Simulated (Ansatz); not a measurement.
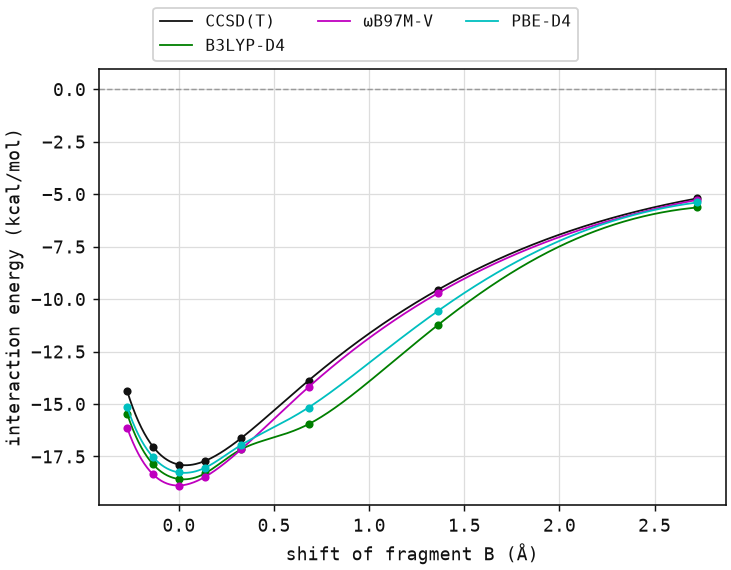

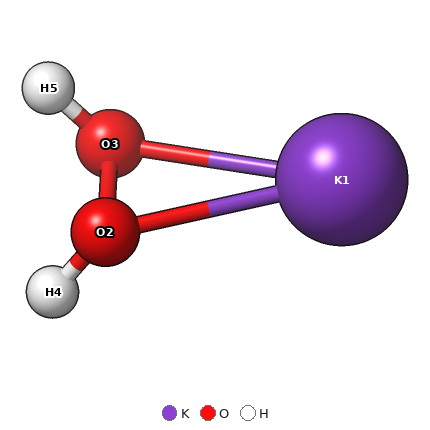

Interaction curve of the pair K⁺ (A) and H₂O₂ (B), from the arrangement drawn (closest contact, H···H pairs aside, K1···O2 2.72 Å and its like; others can bind more strongly), without the energy that it costs to deform the partners. The Ansatz code, def2-TZVPPD, cores frozen in correlated methods. Fragment B of a pair is moved rigidly from the minimum (PBE0-D4/def2-TZVP) along the line between the fragments' mean atom positions; interaction energies with counterpoise. The outer core of Li, Na, Mg and K is correlated. Splines pass through the computed points, which are marked.

**Which curve follows CCSD(T) best, and which worst?**

Best PBE-D4, worst B3LYP-D4; largest departures, offsets in depth included: PBE-D4 1.28, ωB97M-V 1.75, B3LYP-D4 2.08 kcal/mol. CCSD(T) is in the same finite basis, not at its limit.

**Where is the minimum of each curve?**

CCSD(T): near 0.04 Å, −17.92 kcal/mol; B3LYP-D4: near 0.02 Å, −18.59 kcal/mol; ωB97M-V: near 0.00 Å, −18.88 kcal/mol; PBE-D4: near 0.03 Å, −18.28 kcal/mol (from the spline).

**Order the curves at 0.68 Å, where they differ most.**

B3LYP-D4 −15.96, PBE-D4 −15.17, ωB97M-V −14.19, CCSD(T) −13.88 kcal/mol, from lowest to highest.
